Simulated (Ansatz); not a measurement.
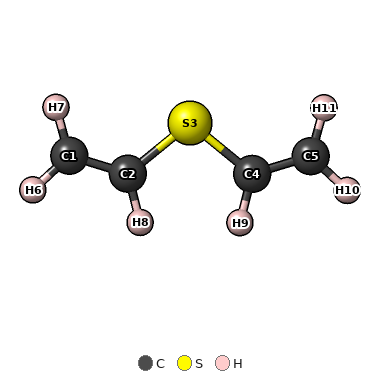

The system is C4H6S, SMILES C=CSC=C; the picture shows the reference structure. Coordinates scanned: (1) angle C2–S3–C4; (2) change of the bonds S3–C2, S3–C4, all alike. Nothing is relaxed (all other coordinates rigid). The grid has 15 × 15 points. At 7 points there is no value (left out of the scan, as a rule where atoms come close). Points are written as (first, second). All energies are given in kJ/mol relative to the lowest grid point. Computed with RKS PBE0-D4/def2-SVP in Ansatz.

Its coordinates:

```xyz
11

C    -0.9754    1.8638    1.5941
C    -0.7484    0.8215    0.7908
S     0.8184    0.4353    0.1102
C     0.4545   -0.9993   -0.8259
C     1.3593   -1.6708   -1.5427
H    -1.9794    2.0447    1.9834
H    -0.1850    2.5601    1.8870
H    -1.5569    0.1371    0.5111
H    -0.5911   -1.3247   -0.7884
H     1.0618   -2.5592   -2.1033
H     2.4078   -1.3654   -1.5955
```

Range: angle C2–S3–C4 from 56.7 to 146.7°; change of the bonds S3–C2, S3–C4, all alike from −0.193 to 0.298 Å.

> What will the energy surface look like?

The lowest grid point is at (101.7°, 0.018 Å). No other kind of well shows on this grid. The highest grid point, (63.1°, −0.193 Å), lies 1932 kJ/mol above the lowest. Round the minimum the valley is somewhat tilted: raising angle C2–S3–C4 shifts the best value of the second coordinate downwards (coupling k₁₂/√(k₁₁k₂₂) about 0.2).

```tsv
second ↓, first →	56.7	63.1	69.5	76.0	82.4	88.8	95.2	101.7	108.1	114.5	121.0	127.4	133.8	140.2	146.7
0.298	900	447	264	183	147	131	127	131	140	153	170	191	216	244	274
0.263	970	464	260	169	127	109	104	107	116	130	147	169	195	223	255
0.228	1055	486	259	156	109	89	82	85	93	107	126	148	174	204	236
0.193	1157	516	262	147	94	70	62	64	72	87	105	128	155	185	218
0.158	1280	555	271	142	82	54	44	45	53	67	87	110	138	169	202
0.123	1428	604	286	141	73	41	29	29	36	51	70	94	122	154	188
0.088	1608	664	307	146	68	31	17	15	22	37	56	81	109	142	176
0.053	1827	737	338	156	68	26	9	5	12	26	46	71	100	132	168
0.018	–	826	378	174	75	26	5	0	6	19	39	64	94	127	163
−0.018	–	938	432	201	89	33	8	0	4	17	37	63	93	126	162
−0.053	–	1069	497	238	111	47	17	7	9	22	41	67	97	131	168
−0.088	–	1228	578	287	143	69	34	21	22	33	52	78	108	143	180
−0.123	–	1419	677	350	186	102	61	44	43	53	72	97	128	163	200
−0.158	–	1651	796	429	244	148	99	78	74	83	101	126	157	192	230
−0.193	–	1932	941	527	318	208	151	125	118	125	142	167	197	233	271
```

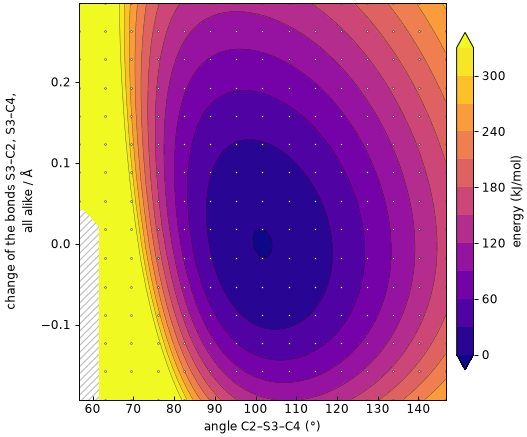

In the figure: filled contours, dots at the grid points, one colour for all values above the top of the scale, hatched blanks where no value was computed. Between grid points the surface is interpolated.

Time for the 218 points that were run: 6.5 min on 1 thread of AMD EPYC 9R45 (Zen 5), on a shared host.
